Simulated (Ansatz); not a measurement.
## A computed series for Bi2Te3: pressure series

The parent structure is Bi₂Te₃ in the Bi2Te3 type structure (space group R-3m, No. 166; a = 4.387 Å, c = 30.286 Å (hexagonal axes)).

Cell and atoms are relaxed at each pressure.

Computed with PBE-D3(BJ) in Ansatz (plane waves to 420 eV, PAW, without spin-orbit coupling).

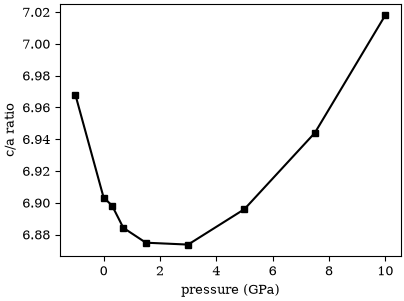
Fig. 1. c/a ratio against pressure

Question: From the plot, what is the c/a ratio for pressure 3 GPa?

Answer: About 6.87.

Question: Is the trend monotonic over the range shown?

Answer: No, it turns within the range, spanning 6.874 to 7.018.

A case with no gap was solved on a k-mesh chosen for an insulator, which is coarse for it. Load acts through the strain it causes; cell and atoms are relaxed under it. No phonon test of stability was made. Competing high-pressure phases were not computed. All final runs are without spin polarisation.

Ansatz is an electronic-structure program.
